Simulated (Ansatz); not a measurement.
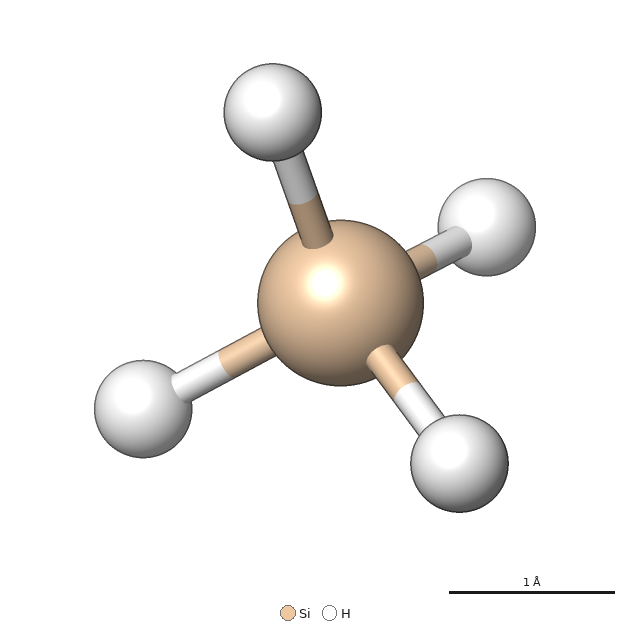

The picture shows a molecular structure as a ball-and-stick model.

Description:

It has 5 atoms: 1 silicon and 4 hydrogen (SiH4). This geometry has Td symmetry. Coordination: 1 Si tetrahedral.

More results for the same structure follow; atom numbers are the same in all pictures, views and colours differ. The geometry was computed by an optimisation with PBE0-D4/def2-TZVP.

### Geometry

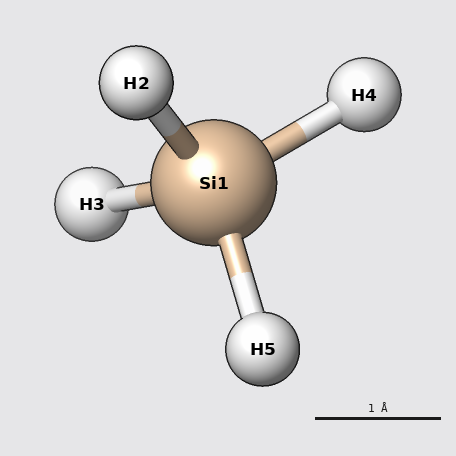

Atoms carry their numbers in the input.

List the bonds and their lengths.

| bond | length (Å) |
| --- | --- |
| Si1–H2 | 1.484 |
| Si1–H3 | 1.484 |
| Si1–H4 | 1.484 |
| Si1–H5 | 1.484 |

### Charges

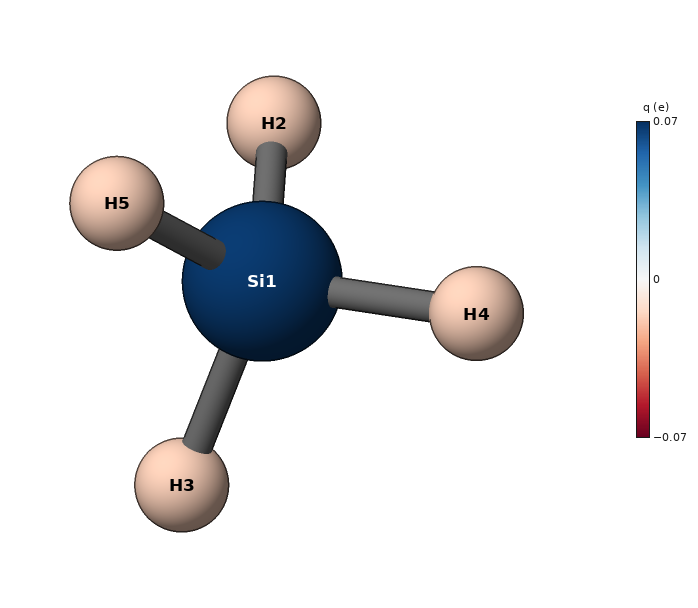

Atoms are coloured by their Mulliken charges. Method: RKS PBE0-D4/def2-TZVP (Ansatz 0.2.0).

Give the Mulliken charges atom by atom.

```csv
atom,value (e)
Si1,0.07
H2,−0.02
H3,−0.02
H4,−0.02
H5,−0.02
```

### Electronic properties

Properties computed with RHF-CCSD(T), frozen core/def2-TZVPP (Ansatz 0.2.0).

Question: What is the T1 diagnostic?

Answer: 0.011.

### Vibrations

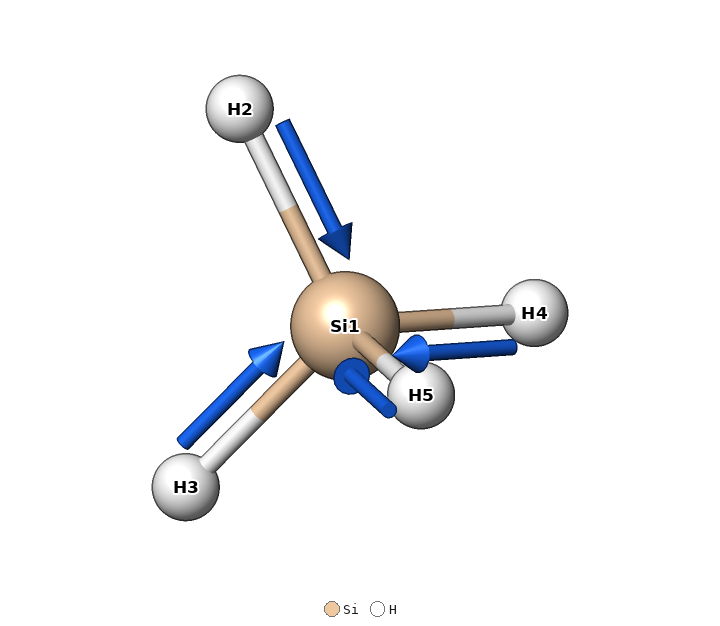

The arrows show one normal mode. Harmonic vibrations computed with RKS PBE0-D4/def2-TZVP (Ansatz 0.2.0) at a stationary point of the same level.

Question: Describe the motion.

Answer: Mostly in-phase stretching of 4 Si–H bonds.

Question: At what wavenumber does it lie?

Answer: 2237 cm⁻¹; it is mode 6 of 9 counted from the lowest.

Mulliken values depend strongly on the basis set and can even reverse the polarity of a bond.
